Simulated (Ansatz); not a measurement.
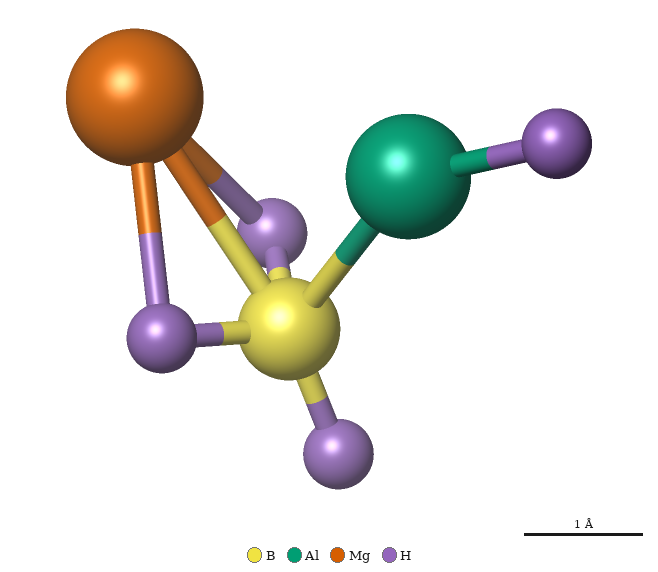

Every bond is drawn as one stick, whatever its order.

The computed structure is the end point of a PBE0-D4/def2-TZVP optimisation. No frequency run is at hand to confirm it as a minimum.

Which formula does it have?

AlBH4Mg, 7 atoms: 1 aluminium, 1 boron, 4 hydrogen and 1 magnesium.

Give the symmetry (Schoenflies symbol).

Cs.

How many atoms are distinct by symmetry?

6: 1 B, 1 Al, 1 Mg, 2 H, 1 H, 1 H.

Count the bonded pairs by element.

3 B–H, 2 Mg–H, 1 Al–B, 1 Al–H, 1 B–Mg. Sticks follow a distance rule.

The parts below concern this one geometry. Atoms keep their numbers from picture to picture.

**Electronic properties**

No frequency run is at hand to confirm it as a minimum. Method: RKS r2SCAN-D4/def2-TZVPP (Ansatz 0.2.0).

What is the dispersion correction?

−2.6 kJ/mol.

**Dipole moment**

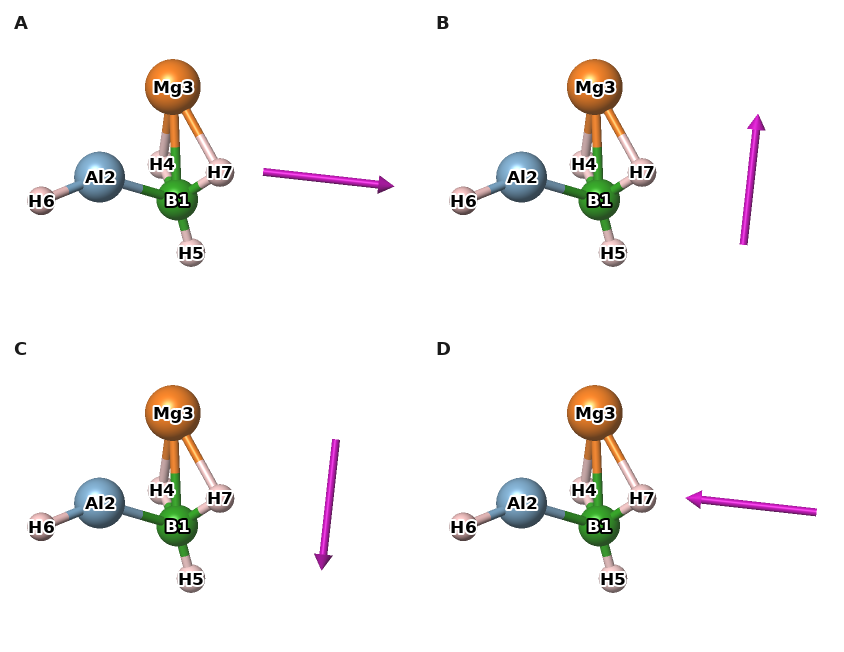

The same molecule four times, each with an arrow. No frequency run is at hand to confirm it as a minimum. Level of theory: RKS PBE0-D4/def2-TZVP (Ansatz 0.2.0).

Which arrow points along the dipole moment, from the negative to the positive end?

B. The dipole moment is 1.46 D; it points from the side of H5 to the side of Mg3 (the outermost atoms at the two ends).

**Charges**

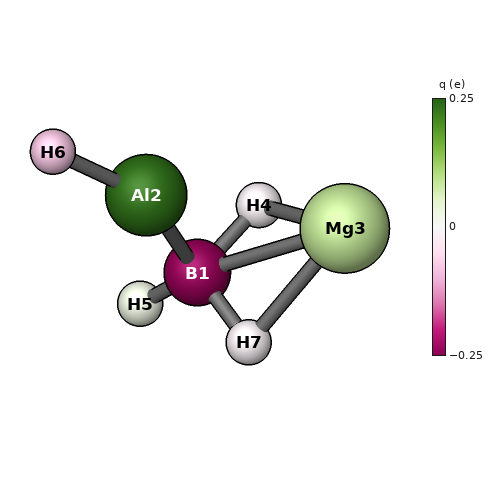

Atoms are coloured by their Mulliken charges. No frequency run is at hand to confirm it as a minimum. Method: RKS PBE0-D4/def2-TZVP (Ansatz 0.2.0).

Give the Mulliken charges atom by atom.

| atom | value (e) |
| --- | --- |
| B1 | −0.24 |
| Al2 | 0.24 |
| Mg3 | 0.09 |
| H4 | −0.01 |
| H5 | 0.02 |
| H6 | −0.08 |
| H7 | −0.01 |

Mulliken values depend strongly on the basis set and can even reverse the polarity of a bond.
